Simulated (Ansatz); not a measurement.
# Al2O (triplet): wB97M-V, B2PLYP over vertical spin and charge gaps, def2-QZVPP

Aim: run Al2O (triplet) with these functionals over vertical spin and charge gaps, and hold them against the top wave-function level at the same points.

The runs use Ansatz 0.2.0, Gaussian basis; def2-QZVPP, all electrons in the functionals, frozen cores in the correlation of double hybrids and RPA.

The runs, in order: wB97M-V, B2PLYP, at charge 0, triplet; charge 0, singlet; charge 0, quintet; charge 1, doublet; charge 1, quartet.

5 further runs of the same task are left out: 1 that didn't finish, 4 set aside as unsound or not needed.

### Step 1. What is computed

The geometry is a PBE0/def2-TZVP stationary point (not a proven minimum).

3 atoms, charge 0, spin multiplicity 3.

Atoms are counted from 1 here; the program's logs count them from 0.

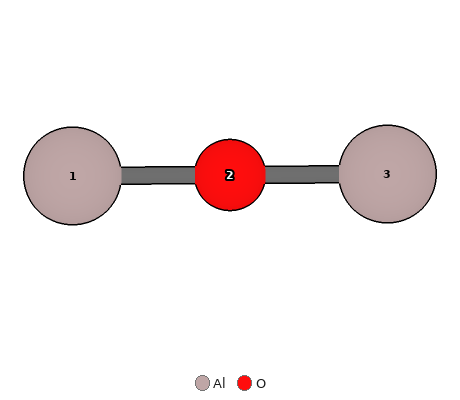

The structure; aluminium light grey, oxygen red; atoms are numbered from 1 in the order of the file.

No dispersion term is added; wB97M-V holds VV10 nonlocal correlation.

The geometry shown and the zero of energy belong to the point charge 0, triplet. The yardstick, UCCSD(T), and other wave-function levels (R restricted, U unrestricted, valence and pair active spaces) come from earlier runs.

### Step 2. wB97M-V, charge 0, triplet

The input, in.yaml:

```yaml
crystal:
  periodic: [false, false, false]
  atoms:
    - {symbol: Al, position_ang: [0.000000, 0.000000, 1.699100]}
    - {symbol: O, position_ang: [0.000000, 0.000000, 0.000000]}
    - {symbol: Al, position_ang: [0.000000, 0.000000, -1.699100]}
basis:
  gaussian: {orbitals: "def2-QZVPP.json"}
magnetization: {spin_polarized: true, initial_magnetization: 2}
hamiltonian: {xc: {name: wB97M-V}}
output: {orbitals: {seedname: orbitals}}
```

Run with:

```console
ansatz run in.yaml --threads 1 --pin off --events-out ev --progress --plain --max-ram 2393MiB
```

Standard output, shortened:

```text
Functional definition: wB97M-V
  name "wB97M-V"
  cite "Mardirossian & Head-Gordon, J. Chem. Phys. 144, 214110 (2016) doi:10.1063/1.4952647"
  cite "Becke, J. Chem. Phys. 107, 8554 (1997) doi:10.1063/1.475007"
  cite "Vydrov & Van Voorhis, J. Chem. Phys. 133, 244103 (2010) doi:10.1063/1.3521275"
  # Of w^i u^j: cxij and so on, Table III.
[...]
  gx(w, u) = 1 - cx + cx01*u + cx10*w
  gss(w, u) = css00 + css04*u^4 + css10*w + css20*w^2 + css43*w^4*u^3
  gos(w, u) = cos00 + cos10*w + (cos20 + cos21*u)*w^2 + (cos60 + cos61*u)*w^6
[...]
      + integral(e_c_pw_mod_opposite_spin*gos(b97_w_opposite, b97_u_opposite)) + vv10(b, c)
894 factors; their error is unknown
218 factors; integrals over basis functions are off by at most 4.7e-5 eV
[...]
mean field -15240.42940945 eV, -560.0754504633 hartree, gradient 7.9e-5 eV, S^2 2.001567; 3 other end points of the search recorded, 0 dependent functions left out
reference -15240.42944927 eV, -560.0754519266 hartree; 18, 16 occupied and 179, 181 virtual orbitals, 894 factors
Total energy: -15240.42944927 eV, -560.0754519266 hartree
```

Run time: 1.8 min. Hardware: 1 thread of Arm Neoverse V2, shared host; peak memory 0.81 GiB.

From the report: ⟨S²⟩ of the determinant 2.002 (pure triplet: 2.00).

### Step 3. wB97M-V, charge 0, singlet

in.yaml, as its differences from that of step 2:

```diff
@@ -8,3 +8,2 @@
   gaussian: {orbitals: "def2-QZVPP.json"}
-magnetization: {spin_polarized: true, initial_magnetization: 2}
 hamiltonian: {xc: {name: wB97M-V}}
```

Launched as before.

Standard output, shortened:

```text
Functional definition: wB97M-V
  name "wB97M-V"
  cite "Mardirossian & Head-Gordon, J. Chem. Phys. 144, 214110 (2016) doi:10.1063/1.4952647"
  cite "Becke, J. Chem. Phys. 107, 8554 (1997) doi:10.1063/1.475007"
  cite "Vydrov & Van Voorhis, J. Chem. Phys. 133, 244103 (2010) doi:10.1063/1.3521275"
  # Of w^i u^j: cxij and so on, Table III.
[...]
  gx(w, u) = 1 - cx + cx01*u + cx10*w
  gss(w, u) = css00 + css04*u^4 + css10*w + css20*w^2 + css43*w^4*u^3
  gos(w, u) = cos00 + cos10*w + (cos20 + cos21*u)*w^2 + (cos60 + cos61*u)*w^6
[...]
      + integral(e_c_pw_mod_opposite_spin*gos(b97_w_opposite, b97_u_opposite)) + vv10(b, c)
894 factors; their error is unknown
218 factors; integrals over basis functions are off by at most 4.7e-5 eV
[...]
mean field -15243.84280330 eV, -560.2008903733 hartree, gradient 1.1e-5 eV, S^2 0.000000; 0 other end points of the search recorded, 0 dependent functions left out
reference -15243.84284650 eV, -560.2008919611 hartree; 17, 17 occupied and 180, 180 virtual orbitals, 894 factors
Total energy: -15243.84284650 eV, -560.2008919611 hartree
```

Wall time 14 s (1 thread of Arm Neoverse V2, shared host); peak memory 0.47 GiB.

From charge 0, triplet: -78.7 kcal/mol.

### Step 4. wB97M-V, charge 0, quintet

in.yaml, as its differences from that of step 3:

```diff
@@ -8,2 +8,3 @@
   gaussian: {orbitals: "def2-QZVPP.json"}
+magnetization: {spin_polarized: true, initial_magnetization: 4}
 hamiltonian: {xc: {name: wB97M-V}}
```

Same command.

Standard output, shortened:

```text
Functional definition: wB97M-V
  name "wB97M-V"
  cite "Mardirossian & Head-Gordon, J. Chem. Phys. 144, 214110 (2016) doi:10.1063/1.4952647"
  cite "Becke, J. Chem. Phys. 107, 8554 (1997) doi:10.1063/1.475007"
  cite "Vydrov & Van Voorhis, J. Chem. Phys. 133, 244103 (2010) doi:10.1063/1.3521275"
  # Of w^i u^j: cxij and so on, Table III.
[...]
  gx(w, u) = 1 - cx + cx01*u + cx10*w
  gss(w, u) = css00 + css04*u^4 + css10*w + css20*w^2 + css43*w^4*u^3
  gos(w, u) = cos00 + cos10*w + (cos20 + cos21*u)*w^2 + (cos60 + cos61*u)*w^6
[...]
      + integral(e_c_pw_mod_opposite_spin*gos(b97_w_opposite, b97_u_opposite)) + vv10(b, c)
894 factors; their error is unknown
218 factors; integrals over basis functions are off by at most 4.7e-5 eV
[...]
mean field -15236.85117945 eV, -559.9439529360 hartree, gradient 9.1e-6 eV, S^2 6.001888; 5 other end points of the search recorded, 0 dependent functions left out
reference -15236.85121665 eV, -559.9439543032 hartree; 19, 15 occupied and 178, 182 virtual orbitals, 894 factors
Total energy: -15236.85121665 eV, -559.9439543032 hartree
```

Wall time 1.9 min (1 thread of Arm Neoverse V2, shared host); peak memory 0.79 GiB.

From the report: ⟨S²⟩ of the determinant 6.002 (pure quintet: 6.00).

From charge 0, triplet: +82.5 kcal/mol.

### Step 5. wB97M-V, charge 1, doublet

in.yaml, as its differences from that of step 4:

```diff
@@ -8,3 +8,4 @@
   gaussian: {orbitals: "def2-QZVPP.json"}
-magnetization: {spin_polarized: true, initial_magnetization: 4}
+total_charge: 1
+magnetization: {spin_polarized: true, initial_magnetization: 1}
 hamiltonian: {xc: {name: wB97M-V}}
```

Launched as before.

Standard output, shortened:

```text
Functional definition: wB97M-V
  name "wB97M-V"
  cite "Mardirossian & Head-Gordon, J. Chem. Phys. 144, 214110 (2016) doi:10.1063/1.4952647"
  cite "Becke, J. Chem. Phys. 107, 8554 (1997) doi:10.1063/1.475007"
  cite "Vydrov & Van Voorhis, J. Chem. Phys. 133, 244103 (2010) doi:10.1063/1.3521275"
  # Of w^i u^j: cxij and so on, Table III.
[...]
  gx(w, u) = 1 - cx + cx01*u + cx10*w
  gss(w, u) = css00 + css04*u^4 + css10*w + css20*w^2 + css43*w^4*u^3
  gos(w, u) = cos00 + cos10*w + (cos20 + cos21*u)*w^2 + (cos60 + cos61*u)*w^6
[...]
      + integral(e_c_pw_mod_opposite_spin*gos(b97_w_opposite, b97_u_opposite)) + vv10(b, c)
894 factors; their error is unknown
218 factors; integrals over basis functions are off by at most 4.7e-5 eV
[...]
mean field -15235.61661139 eV, -559.8985833969 hartree, gradient 5.0e-5 eV, S^2 0.760827; 1 other end points of the search recorded, 0 dependent functions left out
reference -15235.61665752 eV, -559.8985850918 hartree; 17, 16 occupied and 180, 181 virtual orbitals, 894 factors
Total energy: -15235.61665752 eV, -559.8985850918 hartree
```

Run time: 32 s. Hardware: 1 thread of Arm Neoverse V2, shared host; peak memory 0.61 GiB.

From the report: ⟨S²⟩ of the determinant 0.761 (pure doublet: 0.75).

From charge 0, triplet: +111.0 kcal/mol.

### Step 6. wB97M-V, charge 1, quartet

in.yaml, as its differences from that of step 5:

```diff
@@ -9,3 +9,3 @@
 total_charge: 1
-magnetization: {spin_polarized: true, initial_magnetization: 1}
+magnetization: {spin_polarized: true, initial_magnetization: 3}
 hamiltonian: {xc: {name: wB97M-V}}
```

Same command.

Standard output, shortened:

```text
Functional definition: wB97M-V
  name "wB97M-V"
  cite "Mardirossian & Head-Gordon, J. Chem. Phys. 144, 214110 (2016) doi:10.1063/1.4952647"
  cite "Becke, J. Chem. Phys. 107, 8554 (1997) doi:10.1063/1.475007"
  cite "Vydrov & Van Voorhis, J. Chem. Phys. 133, 244103 (2010) doi:10.1063/1.3521275"
  # Of w^i u^j: cxij and so on, Table III.
[...]
  gx(w, u) = 1 - cx + cx01*u + cx10*w
  gss(w, u) = css00 + css04*u^4 + css10*w + css20*w^2 + css43*w^4*u^3
  gos(w, u) = cos00 + cos10*w + (cos20 + cos21*u)*w^2 + (cos60 + cos61*u)*w^6
[...]
      + integral(e_c_pw_mod_opposite_spin*gos(b97_w_opposite, b97_u_opposite)) + vv10(b, c)
894 factors; their error is unknown
218 factors; integrals over basis functions are off by at most 4.7e-5 eV
[...]
mean field -15231.74057457 eV, -559.7561416708 hartree, gradient 1.5e-5 eV, S^2 3.756664; 4 other end points of the search recorded, 0 dependent functions left out
reference -15231.74062337 eV, -559.7561434643 hartree; 18, 15 occupied and 179, 182 virtual orbitals, 894 factors
Total energy: -15231.74062337 eV, -559.7561434643 hartree
```

It took 1.8 min on 1 thread of Arm Neoverse V2, shared host; peak memory 0.82 GiB.

From the report: ⟨S²⟩ of the determinant 3.757 (pure quartet: 3.75).

From charge 0, triplet: +200.4 kcal/mol.

### Step 7. B2PLYP, charge 0, triplet

The input, in.yaml:

```yaml
crystal:
  periodic: [false, false, false]
  atoms:
    - {symbol: Al, position_ang: [0.000000, 0.000000, 1.699100]}
    - {symbol: O, position_ang: [0.000000, 0.000000, 0.000000]}
    - {symbol: Al, position_ang: [0.000000, 0.000000, -1.699100]}
basis:
  gaussian: {orbitals: "def2-QZVPP.json"}
magnetization: {spin_polarized: true, initial_magnetization: 2}
hamiltonian: {xc: {name: B2PLYP}}
correlation: {electrons: outside_noble_gas}
```

Launched as before.

Standard output, shortened:

```text
Functional definition: B2PLYP
  name "B2PLYP"
  cite "Grimme, J. Chem. Phys. 124, 034108 (2006) doi:10.1063/1.2148954"
  cite "Becke, Phys. Rev. A 38, 3098 (1988) doi:10.1103/PhysRevA.38.3098"
  cite "Lee, Yang & Parr, Phys. Rev. B 37, 785 (1988) doi:10.1103/PhysRevB.37.785"
[...]
1186 factors; integrals over basis functions are off by at most 7.2e-4 eV
[...]
mean field -15231.44115918 eV, -559.7451383582 hartree, gradient 2.9e-6 eV, S^2 2.002396; 4 other end points of the search recorded, 0 dependent functions left out
11 core orbitals not correlated: weight in the atoms' cores, before any rotation towards them, 1.000 or more for the frozen orbitals, at most 0.000 for the correlated occupied ones
reference -15231.44128415 eV, -559.7451429507 hartree; 7, 5 occupied and 179, 181 virtual orbitals, 1186 factors
second order -11.54235238 eV of doubles, -0.00000000 eV of singles
Total energy: -15234.55771929 eV, -559.8596698298 hartree
```

Wall time 49 s (1 thread of Arm Neoverse V2, shared host); peak memory 0.63 GiB.

From the report: ⟨S²⟩ of the determinant 2.002 (pure triplet: 2.00).

### Step 8. B2PLYP, charge 0, singlet

in.yaml, as its differences from that of step 7:

```diff
@@ -8,3 +8,2 @@
   gaussian: {orbitals: "def2-QZVPP.json"}
-magnetization: {spin_polarized: true, initial_magnetization: 2}
 hamiltonian: {xc: {name: B2PLYP}}
```

Same command.

Standard output, shortened:

```text
Functional definition: B2PLYP
  name "B2PLYP"
  cite "Grimme, J. Chem. Phys. 124, 034108 (2006) doi:10.1063/1.2148954"
  cite "Becke, Phys. Rev. A 38, 3098 (1988) doi:10.1103/PhysRevA.38.3098"
  cite "Lee, Yang & Parr, Phys. Rev. B 37, 785 (1988) doi:10.1103/PhysRevB.37.785"
[...]
1186 factors; integrals over basis functions are off by at most 7.2e-4 eV
[...]
mean field -15234.30616298 eV, -559.8504253060 hartree, gradient 2.1e-6 eV, S^2 0.000000; 0 other end points of the search recorded, 0 dependent functions left out
11 core orbitals not correlated: weight in the atoms' cores, before any rotation towards them, 1.000 or more for the frozen orbitals, at most 0.000 for the correlated occupied ones
reference -15234.30628711 eV, -559.8504298677 hartree; 6, 6 occupied and 180, 180 virtual orbitals, 1186 factors
second order -12.37027884 eV of doubles, -0.00000000 eV of singles
Total energy: -15237.64626240 eV, -559.9731716956 hartree
```

It took 11 s on 1 thread of Arm Neoverse V2, shared host; peak memory 0.47 GiB.

From charge 0, triplet: -71.2 kcal/mol.

### Step 9. B2PLYP, charge 0, quintet

in.yaml, as its differences from that of step 8:

```diff
@@ -8,2 +8,3 @@
   gaussian: {orbitals: "def2-QZVPP.json"}
+magnetization: {spin_polarized: true, initial_magnetization: 4}
 hamiltonian: {xc: {name: B2PLYP}}
```

Same command.

Standard output, shortened:

```text
Functional definition: B2PLYP
  name "B2PLYP"
  cite "Grimme, J. Chem. Phys. 124, 034108 (2006) doi:10.1063/1.2148954"
  cite "Becke, Phys. Rev. A 38, 3098 (1988) doi:10.1103/PhysRevA.38.3098"
  cite "Lee, Yang & Parr, Phys. Rev. B 37, 785 (1988) doi:10.1103/PhysRevB.37.785"
[...]
1186 factors; integrals over basis functions are off by at most 7.2e-4 eV
[...]
mean field -15228.45859626 eV, -559.6355311927 hartree, gradient 1.3e-6 eV, S^2 6.002470; 8 other end points of the search recorded, 0 dependent functions left out
11 core orbitals not correlated: weight in the atoms' cores, before any rotation towards them, 1.000 or more for the frozen orbitals, at most 0.000 for the correlated occupied ones
reference -15228.45872272 eV, -559.6355358399 hartree; 8, 4 occupied and 178, 182 virtual orbitals, 1186 factors
second order -10.56882147 eV of doubles, -0.00000000 eV of singles
Total energy: -15231.31230452 eV, -559.7404030368 hartree
```

Wall time 75 s (1 thread of Arm Neoverse V2, shared host); peak memory 0.63 GiB.

From the report: ⟨S²⟩ of the determinant 6.002 (pure quintet: 6.00).

From charge 0, triplet: +74.8 kcal/mol.

### Step 10. B2PLYP, charge 1, doublet

in.yaml, as its differences from that of step 9:

```diff
@@ -8,3 +8,4 @@
   gaussian: {orbitals: "def2-QZVPP.json"}
-magnetization: {spin_polarized: true, initial_magnetization: 4}
+total_charge: 1
+magnetization: {spin_polarized: true, initial_magnetization: 1}
 hamiltonian: {xc: {name: B2PLYP}}
```

Same command.

Standard output, shortened:

```text
Functional definition: B2PLYP
  name "B2PLYP"
  cite "Grimme, J. Chem. Phys. 124, 034108 (2006) doi:10.1063/1.2148954"
  cite "Becke, Phys. Rev. A 38, 3098 (1988) doi:10.1103/PhysRevA.38.3098"
  cite "Lee, Yang & Parr, Phys. Rev. B 37, 785 (1988) doi:10.1103/PhysRevB.37.785"
[...]
1186 factors; integrals over basis functions are off by at most 7.2e-4 eV
[...]
mean field -15226.47180847 eV, -559.5625180880 hartree, gradient 4.7e-6 eV, S^2 0.768906; 2 other end points of the search recorded, 0 dependent functions left out
11 core orbitals not correlated: weight in the atoms' cores, before any rotation towards them, 1.000 or more for the frozen orbitals, at most 0.000 for the correlated occupied ones
reference -15226.47194082 eV, -559.5625229519 hartree; 6, 5 occupied and 180, 181 virtual orbitals, 1186 factors
second order -11.73287113 eV of doubles, -0.00000000 eV of singles
Total energy: -15229.63981603 eV, -559.6789402183 hartree
```

Run time: 19 s. Hardware: 1 thread of Arm Neoverse V2, shared host; peak memory 0.61 GiB.

From the report: ⟨S²⟩ of the determinant 0.769 (pure doublet: 0.75).

From charge 0, triplet: +113.4 kcal/mol.

### Step 11. B2PLYP, charge 1, quartet

in.yaml, as its differences from that of step 10:

```diff
@@ -9,3 +9,3 @@
 total_charge: 1
-magnetization: {spin_polarized: true, initial_magnetization: 1}
+magnetization: {spin_polarized: true, initial_magnetization: 3}
 hamiltonian: {xc: {name: B2PLYP}}
```

Same command.

Standard output, shortened:

```text
Functional definition: B2PLYP
  name "B2PLYP"
  cite "Grimme, J. Chem. Phys. 124, 034108 (2006) doi:10.1063/1.2148954"
  cite "Becke, Phys. Rev. A 38, 3098 (1988) doi:10.1103/PhysRevA.38.3098"
  cite "Lee, Yang & Parr, Phys. Rev. B 37, 785 (1988) doi:10.1103/PhysRevB.37.785"
[...]
1186 factors; integrals over basis functions are off by at most 7.2e-4 eV
[...]
mean field -15223.20378209 eV, -559.4424203335 hartree, gradient 1.3e-6 eV, S^2 3.758698; 6 other end points of the search recorded, 0 dependent functions left out
11 core orbitals not correlated: weight in the atoms' cores, before any rotation towards them, 1.000 or more for the frozen orbitals, at most 0.000 for the correlated occupied ones
reference -15223.20392473 eV, -559.4424255756 hartree; 7, 4 occupied and 179, 182 virtual orbitals, 1186 factors
second order -10.68824808 eV of doubles, -0.00000000 eV of singles
Total energy: -15226.08975171 eV, -559.5484777610 hartree
```

Run time: 46 s. Hardware: 1 thread of Arm Neoverse V2, shared host; peak memory 0.61 GiB.

From the report: ⟨S²⟩ of the determinant 3.759 (pure quartet: 3.75).

From charge 0, triplet: +195.3 kcal/mol.

### Step 12. The comparison

No level is safe as a reference over these points; UCCSD(T) serves as a yardstick only. It comes from earlier runs at the same points. Energies in kcal/mol, counted from charge 0, triplet; blanks weren't run or aren't comparable.

```
   level  triplet to singlet  triplet to quintet  ionisation to the doublet cation  ionisation to the quartet cation
UCCSD(T)               -70.7                72.7                                                               199.2
 wB97M-V               -78.7                82.5                             111.0                             200.4
  B2PLYP               -71.2                74.8                             113.4                             195.3
```

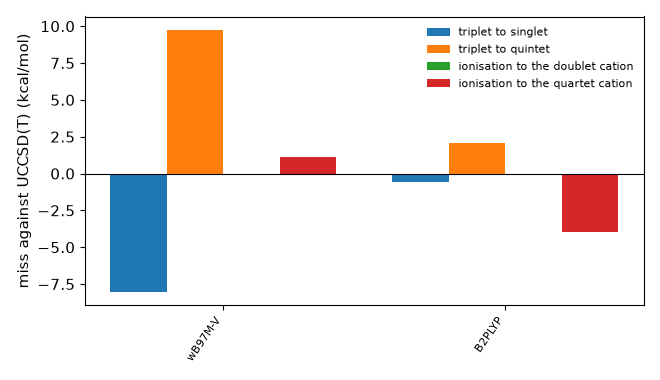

Misses of the gaps against UCCSD(T).

Largest miss and mean time a point (UCCSD(T) took 5.2 min a point; shared hosts):

```
  level  largest miss (kcal/mol)                             where  time a point
wB97M-V                     +9.8                triplet to quintet          75 s
 B2PLYP                     -4.0  ionisation to the quartet cation          40 s
```

### Step 13. Summary of results

| quantity | value |
| --- | --- |
| triplet to singlet, UCCSD(T) | -70.7 kcal/mol |
| triplet to quintet, UCCSD(T) | 72.7 kcal/mol |
| ionisation to the quartet cation, UCCSD(T) | 199.2 kcal/mol |
| largest miss, wB97M-V | +9.8 kcal/mol (triplet to quintet) |
| largest miss, B2PLYP | -4.0 kcal/mol (ionisation to the quartet cation) |

What this shows: Misses are known at 3 of 4 points at best, and only functionals with that many are ranked. Of the functionals, B2PLYP keep the smallest largest miss at the points compared (at most 4.0 kcal/mol) and wB97M-V strays most (9.8 kcal/mol, at triplet to quintet). Functionals and the yardstick converge differently with the basis, so part of each miss in def2-QZVPP is the basis. The yardstick itself may be off where one determinant is a poor start. The program flags that the yardstick's amplitudes may have other solutions at some points.
